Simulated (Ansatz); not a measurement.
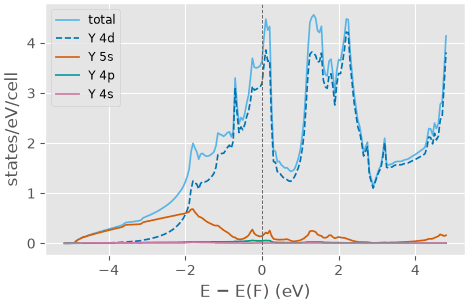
Total and projected density of states of Y (hcp (Mg type), P6_3/mmc), r²SCAN+D4 (plane waves, PAW; program Ansatz)

Which orbitals carry the states next to the Fermi level?

Within 0.5 eV of the Fermi level: Y 4d 87 %, outside the projected shells 6 %. Projections are on Löwdin-orthogonalised atomic valence shells; empty p or d shells of many metals are not among them.

The cell was relaxed with r²SCAN+D4 under the symmetry of its start. No spin polarisation was allowed. The pairwise dispersion correction was not fitted to metals. Spin–orbit coupling is left out wherever it is not named.

Potentials: the later of the program's two PAW sets.
